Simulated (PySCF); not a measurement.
## Electronic structure of C$_{7}$H$_{15}$BSi (SMILES C=C(C)/C=C(/C)B(C)[SiH3]) in real space

```xyz
24

C     2.7173    0.0942    1.9931
C     1.6860    0.2078    1.1529
C     1.1778    1.5548    0.7354
C     1.0400   -0.9775    0.6195
C    -0.0417   -1.0084   -0.1725
C    -0.6097   -2.3485   -0.5788
B    -0.8784    0.1798   -0.7285
C    -0.4883    0.8213   -2.1194
Si   -2.6129    0.6092    0.1097
H     3.2125    0.9555    2.4085
H     3.1046   -0.8655    2.2912
H     1.5169    1.7871   -0.2729
H     1.5397    2.3296    1.4078
H     0.0865    1.5700    0.7348
H     1.4889   -1.9125    0.9385
H    -0.6808   -2.4204   -1.6641
H     0.0116   -3.1641   -0.2143
H    -1.6157   -2.4662   -0.1745
H    -0.7332    1.8796   -2.1962
H     0.5550    0.6908   -2.4027
H    -1.0841    0.3236   -2.8881
H    -2.9877    2.0296    0.0106
H    -2.6973    0.2817    1.5409
H    -3.7188   -0.1318   -0.5232
```

Geometry: GFN2-xTB.

These are results of PySCF 2.14.0, PBE0/pcSseg-1, SCF density, gas phase, non-relativistic, not measurements.

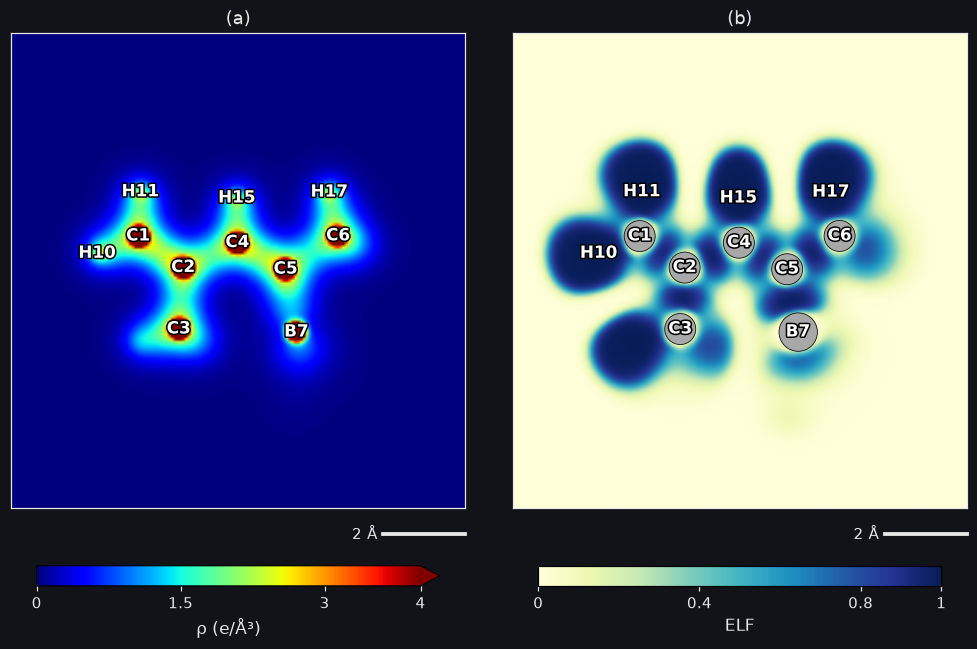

Figure 1. (a) total electron density; (b) ELF on the plane of atoms C1, C2 and C3. Grey discs cover the atomic cores in the ELF map.

> Interpret the plot.

The plane passes through C, B and H nuclei.
C–C (1.34 Å): ρ is about 2.3 e/Å³ halfway; the ELF peaks at about 0.95 between the atoms; a short, multiple covalent bond.
C–B (1.56 Å): ρ at the midpoint is about 1.4 e/Å³; the ELF peaks at about 1 between the atoms: a covalent bond.
C–H (1.08 Å): the density is about 2 e/Å³ at the midpoint; the ELF climbs to about 1 towards the hydrogen, as it does in any bond to H: a covalent bond by its length.
C–C (1.45 Å): the density is about 1.9 e/Å³ at the midpoint; the ELF peaks at about 0.95 between the atoms: a covalent bond.
C–C (1.50 Å): ρ at the midpoint is about 1.7 e/Å³; the ELF peaks at about 0.95 between the atoms, as expected for a shared electron pair.

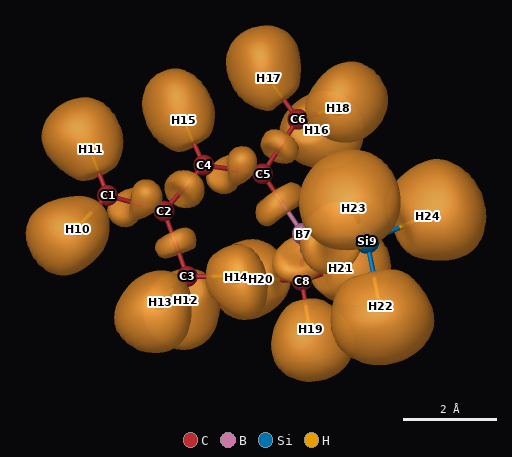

Figure 2. Isosurface of the ELF at 0.8 (orange), seen at a tilt. Only the valence region is drawn (cores and ρ < 0.01 e/Å³ removed).

> Where are the electrons localised?

At this value the surface marks out two regions between bonded B–C atoms (shared pairs), one region between bonded B–Si atoms (shared pairs), five regions between bonded C–C atoms (shared pairs) and 15 regions around hydrogen nuclei.

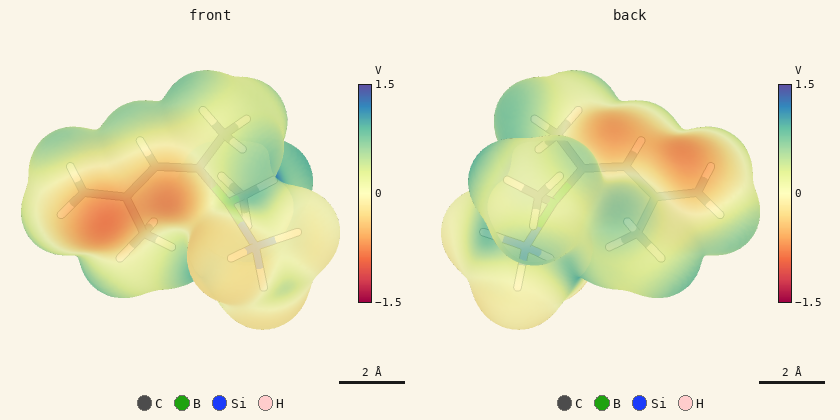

Figure 3. The electrostatic potential painted on the density surface at 0.002 e/bohr³, seen from the front and from behind; red is negative and blue positive.

> Describe the electrostatic potential map.

The most negative region (about −0.8 V) lies over the π face of C1, C2 and C4, the most positive (about +1.1 V) over B7.
